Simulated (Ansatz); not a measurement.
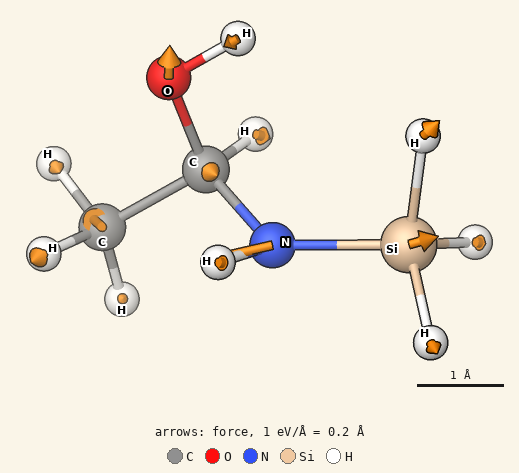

Starting geometry of C$_{2}$H$_{9}$NOSi (coarse preliminary run) with the computed forces as orange arrows. Style: ball-and-stick. Shown at a tilt.

The start comes from a force field.

Theory: Ansatz 0.2.0, RKS PBE-D4/def2-SVP. (force threshold 0.03 eV/Å; at most 200 steps)

**What follows when this structure is relaxed?**

It isn't relaxed: the largest force vector, on the N atom, is 4.38 eV/Å. The final displacements follow the starting forces only in part (cosine between the two patterns 0.38). An H atom moves most after the best rigid fit: 0.33 Å. Largest moves by element: H 0.33 Å, O 0.14 Å, N 0.12 Å, C 0.09 Å, Si 0.06 Å. Some distances before and after: N–Si 1.638 → 1.748 Å, H–Si 1.456 → 1.517 Å, C–H 1.064 → 1.110 Å, C–C 1.478 → 1.524 Å. Bond angles that change, for instance: N–Si–H 102.9° → 115.6°, C–N–H 104.2° → 112.5°, N–C–H 112.9° → 106.2°. The energy falls by 73.3 kJ/mol in 7 geometry steps. Largest force component: 3.9 eV/Å at the start, 0.011 eV/Å at the end. The run took 13 s on 4 threads of Arm Neoverse V1, on a shared host.
